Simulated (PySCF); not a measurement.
# HgI₂: the energy surface near the minimum

Aim: map the energy of singlet HgI₂ about its PBE minimum, with rigid distortions.

Program: PySCF 2.14.0. Level of theory: PBE, basis Hg def2-SVP with ECP60, I def2-SVP with ECP28, scalar-relativistic core potentials, no spin–orbit coupling, density fitting. These are calculated values, not measurements.

**1. Starting geometry**

3 atoms, charge 0, spin multiplicity 1.

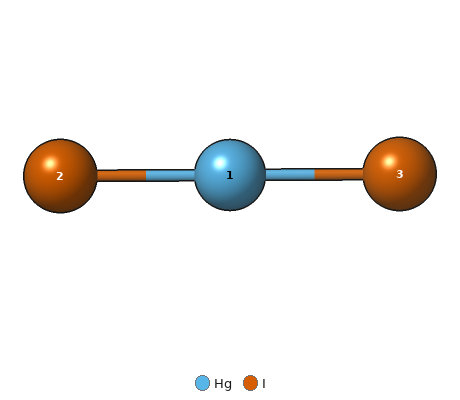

Start geometry, drawn with mercury blue, iodine orange; atoms are numbered from 1 in the order of the file.

Coordinates in bohr (charge 0 multiplicity 1):
```
Hg    0.0000    0.0000    0.0000
I     0.0000    0.0000    4.9786
I     0.0000    0.0000   -4.9786
```

**2. Real-space pictures of the lowest minimum**

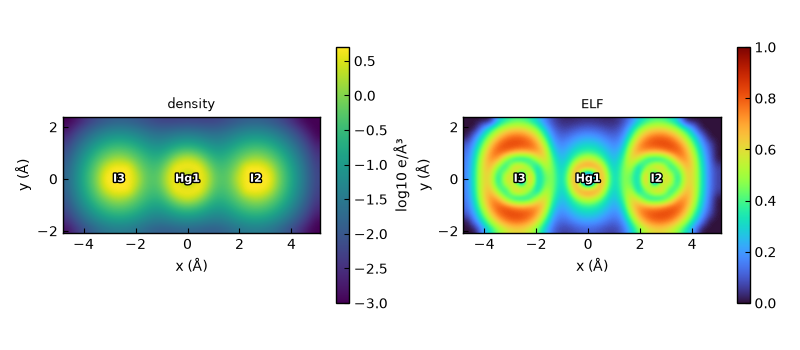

The plane holds Hg1 at (0.00, 0.00), I2 at (2.63, 0.00), I3 at (-2.63, 0.00) Å. ELF is set to 0 where the density is under 0.005 e/Å³; an orbital's overall sign is arbitrary. Electrons inside core potentials are absent.

Orbitals, density, ELF and potential are computed afterwards from the orbital file.

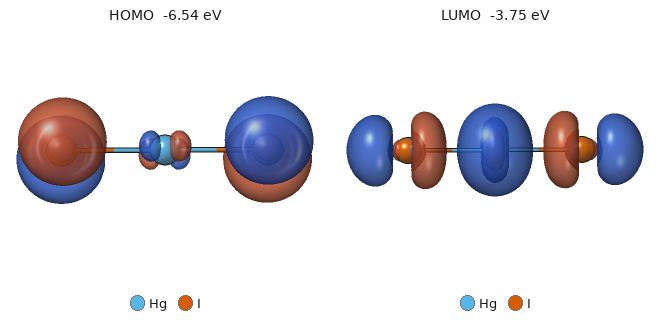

PBE orbitals near the gap, drawn at the value that encloses 70 % of each; the two colours are the two signs.

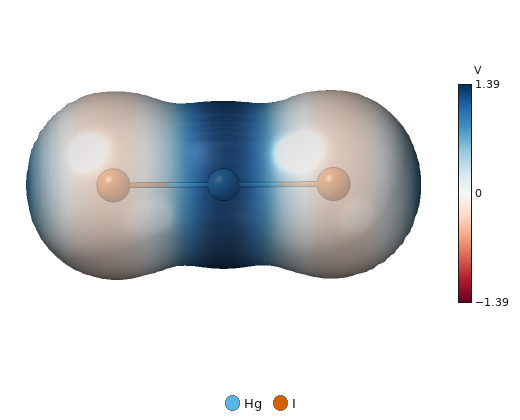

Electrostatic potential on the surface of density 0.002 e/bohr³; red is low, blue high. It runs, from the 1st to the 99th percentile, from -0.23 V near I3 to 1.39 V near Hg1.

Values on the line from Hg1 (at 0) through I2 (at 2.635 Å):

| distance (Å) | density (e/Å³) | ELF | electrostatic potential (V) |
| --- | --- | --- | --- |
| -0.92 | 1.11 | 0.309 | 23.4 |
| 0.79 | 2.19 | 0.444 | 38.3 |
| 1.05 | 0.676 | 0.268 | 15.7 |
| 1.32 | 0.481 | 0.451 | 11.3 |
| 1.58 | 0.639 | 0.51 | 17.9 |
| 1.84 | 1.36 | 0.21 | 42.6 |
| 3.56 | 0.793 | 0.39 | 25.7 |
| 3.82 | 0.325 | 0.641 | 10.4 |
| 4.08 | 0.128 | 0.592 | 4.59 |

Making the fields took 1.8 s on 2 threads of Intel Xeon Platinum 8488C (Sapphire Rapids), shared host.

**3. Breathing scan**

One driver script runs all scans and calls PySCF for each point, on a (75, 302) grid.

Launch:

```
OMP_NUM_THREADS=2 python axn.py task.json out
```

A rigid scan with PBE: all bonds to the central atom are scaled together. Each point starts from its neighbour's orbitals, and energies count from the minimum.

| scale of all bonds to the centre | energy (kJ/mol) |
| --- | --- |
| 0.88 | 154.7 |
| 0.92 | 57.6 |
| 0.96 | 12.2 |
| 1.00 | 0.0 |
| 1.04 | 8.6 |
| 1.08 | 29.6 |
| 1.14 | 72.2 |
| 1.22 | 133.8 |
| 1.35 | 220.7 |

The scan took 16 s.

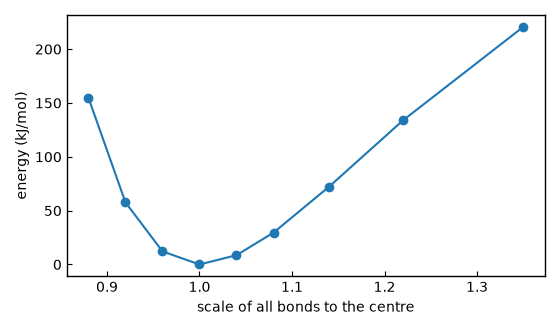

Energy along the scan.

**4. Stretching one bond**

A rigid scan with PBE: the bond from Hg to the last atom (I) is scaled and the rest held.

| scale of one bond | energy (kJ/mol) | dipole size (D) |
| --- | --- | --- |
| 0.92 | 28.1 | 0.75 |
| 0.96 | 6.0 | 0.38 |
| 1.00 | 0.0 | 0.00 |
| 1.05 | 6.7 | 0.47 |
| 1.12 | 30.5 | 1.10 |
| 1.20 | 65.8 | 1.75 |
| 1.35 | 131.2 | 2.70 |
| 1.55 | 197.1 | 3.52 |
| 1.80 | 245.6 | 4.13 |
| 2.20 | 277.2 | 4.77 |

The scan took 68 s.

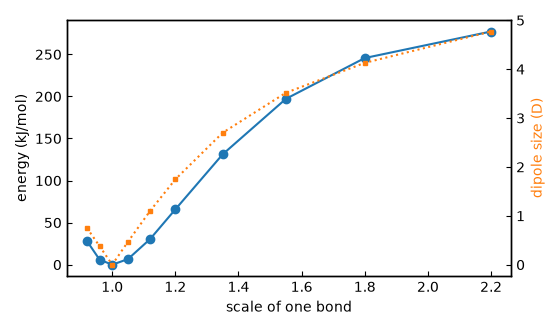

Energy (circles) and dipole moment (squares) along the scan.

A restricted determinant lies too high at long bonds, where the pair should uncouple.

**5. Bending curve**

A rigid scan with PBE: the I–Hg–I angle changes, with bonds held.

| bond angle (°) | energy (kJ/mol) | dipole size (D) |
| --- | --- | --- |
| 80 | 234.0 | 3.11 |
| 90 | 171.8 | 2.72 |
| 100 | 133.3 | 2.39 |
| 110 | 104.2 | 2.07 |
| 120 | 78.5 | 1.76 |
| 130 | 56.2 | 1.45 |
| 140 | 37.5 | 1.16 |
| 150 | 22.0 | 0.87 |
| 160 | 10.0 | 0.58 |
| 170 | 2.6 | 0.29 |
| 180 | 0.0 | 0.00 |

The scan took 43 s.

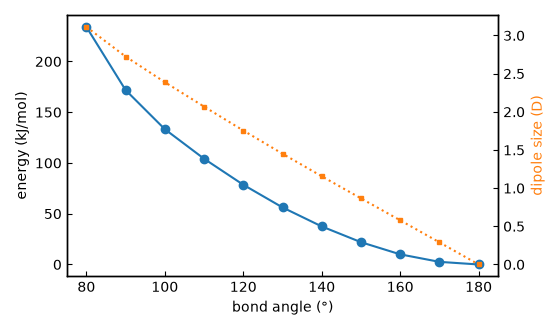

Energy (circles) and dipole moment (squares) along the scan.

**6. Outcome**

| quantity | value |
| --- | --- |
| all bonds 4 % longer | 8.6 kJ/mol |
| one bond 20 % longer | 65.8 kJ/mol |

What this shows: The well is lopsided, 12.2 kJ/mol for 4 % shorter bonds against 8.6 for 4 % longer ones. The stability of the closed-shell solution was not tested. Spin–orbit coupling, left out here, can matter for elements this heavy.
